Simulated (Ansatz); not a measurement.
```xyz
5

Ag    0.0003   -0.0002    0.0000
Cl    2.3415   -0.0255    0.0027
Cl    0.0260    2.3409    0.0069
Cl   -2.3408    0.0260   -0.0025
Cl   -0.0270   -2.3413   -0.0070
```

Geometry: r2SCAN-D4/def2-SVPD; core potentials replace the inner electrons of Ag.

All numbers below come from RKS PBE0-D4/def2-TZVPD in Ansatz.

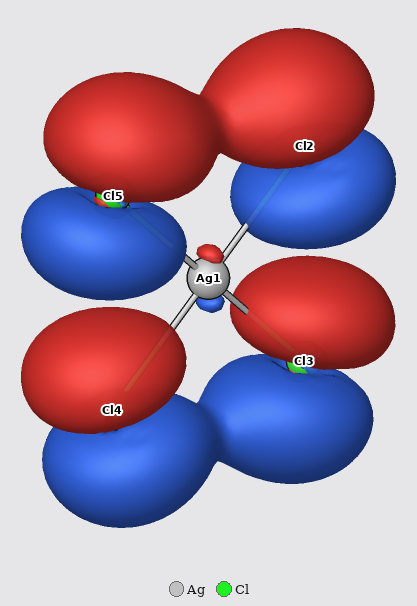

AgCl4 (charge −1). The HOMO−1 at ±0.06 Å⁻³ᐟ² (red and blue are the two phases), seen at a tilt.

**What is the character of this orbital?**

By Hirshfeld shares it lies mainly on Cl2 (about 25 %), Cl3 (about 25 %), Cl4 (about 25 %) and Cl5 (about 25 %); it is symmetric in the molecular plane (an in-plane orbital: σ, lone-pair or in-plane π type); it is ungerade (odd under inversion); largely a combination of lone pairs on Cl2, Cl3, Cl4 and Cl5. It is one of a degenerate set, so its orientation is arbitrary. Its energy is −4.49 eV.
